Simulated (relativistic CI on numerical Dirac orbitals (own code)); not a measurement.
**Rb⁴⁺: relativistic CI calculation**

Rb⁴⁺. Computed at this level: Dirac-Coulomb-Breit CI, KLI orbitals optimised for each configuration, model QED (radiative potential, 1s self-energy scaled to tabulated hydrogen-like ionisation energies) (relativistic CI on numerical Dirac orbitals, in-house).

**Input file**
```
atom Rb  Z=37  charge=4  electrons=33
nucleus A=85  rms_radius_fm=4.2036
hamiltonian dirac-coulomb  breit=on  qed=on  c_scale=1
orbitals kli  potential=per-configuration
slater_scale 1
correlation none
mixing on
configurations
  [Ar] 3d10 4s2 4p3
  [Ar] 3d10 4s 4p4
  [Ar] 3d10 4p5
  [Ar] 3d10 4s2 4p2 4d
  [Ar] 3d10 4s 4p3 4d
  [Ar] 3d10 4s2 4p2 4f
  [Ar] 3d10 4s2 4p 4d2
  [Ar] 3d10 4s2 4d3
  [Ar] 3d10 4s 4p 4d3
  [Ar] 3d10 4s2 4d2 4f
end
```

The run was one of a batch that the task file lists, launched with:
```bash
python <driver script> task.json out
```

The program writes its results to a structured record and prints no log; tables and figures of this report are taken from that record.

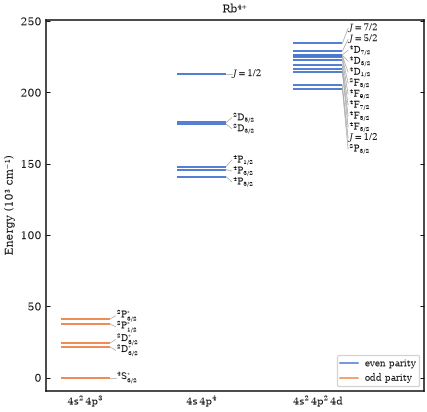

Level diagram of Rb⁴⁺. The lowest level is 4s² 4p³ ⁴S°₃/₂. The first excited level, 4s² 4p³ ²D°₃/₂, lies at 21,700 cm⁻¹. The lowest level of opposite parity, 4s 4p⁴ ⁴P₅/₂, is at 141,000 cm⁻¹. The levels are in intermediate coupling, nearer LS (mean leading weight 79 % in LS and 58 % in jj).

| Configuration | Level | E (cm⁻¹) |
| --- | --- | --- |
| 4s² 4p³ | ⁴S°₃/₂ | 0 |
| 4s² 4p³ | ²D°₃/₂ | 21,670 |
| 4s² 4p³ | ²D°₅/₂ | 24,050 |
| 4s² 4p³ | ²P°₁/₂ | 37,770 |
| 4s² 4p³ | ²P°₃/₂ | 41,030 |
| 4s 4p⁴ | ⁴P₅/₂ | 140,900 |
| 4s 4p⁴ | ⁴P₃/₂ | 145,700 |
| 4s 4p⁴ | ⁴P₁/₂ | 147,900 |
| 4s 4p⁴ | ²D₃/₂ | 177,800 |
| 4s 4p⁴ | ²D₅/₂ | 178,900 |
| 4s² 4p² 4d | ²P₃/₂ | 202,700 |
| 4s² 4p² 4d | J = 1/2 (even, mixed) | 205,100 |
| 4s 4p⁴ | J = 1/2 (even, mixed) | 212,700 |
| 4s² 4p² 4d | ⁴F₃/₂ | 214,600 |
| 4s² 4p² 4d | ⁴F₅/₂ | 216,500 |
| 4s² 4p² 4d | ⁴F₇/₂ | 219,300 |
| 4s² 4p² 4d | ⁴F₉/₂ | 222,800 |
| 4s² 4p² 4d | ²F₅/₂ | 224,700 |

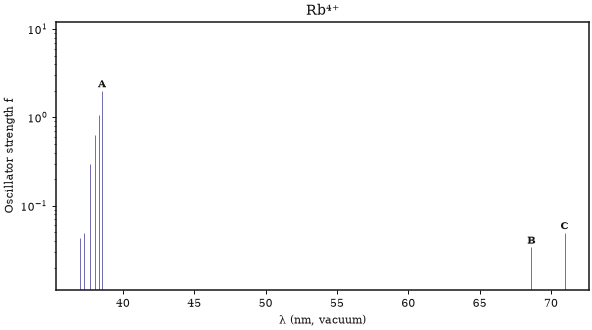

Absorption lines from the lowest level (oscillator strengths f) for Rb⁴⁺ (rubidium, Z = 37). A: 4s² 4p² 4d ⁴P₅/₂ ← 4s² 4p³ ⁴S°₃/₂, 38.55 nm, f = 2.0; B: 4s 4p⁴ ⁴P₃/₂ ← 4s² 4p³ ⁴S°₃/₂, 68.62 nm, f = 0.034; C: 4s 4p⁴ ⁴P₅/₂ ← 4s² 4p³ ⁴S°₃/₂, 70.95 nm, f = 0.049. The strongest, A, lies in the extreme ultraviolet region.

**Results in brief**

- outcome: converged
- lowest level: 4s² 4p³ ⁴S°₃/₂
- first excited level: 4s² 4p³ ²D°₃/₂, 21,671 cm⁻¹
- levels computed: 503
- SCF iterations: 86
- hardware: 1 thread of AMD EPYC (Zen 5), 64 GiB of memory available, shared host

**Remarks**

Caveats: configurations can be misplaced by up to about 7 % of their energy; term splittings are 10 to 25 % too wide when unscaled; only lines among the lowest 40 of 503 levels are drawn.
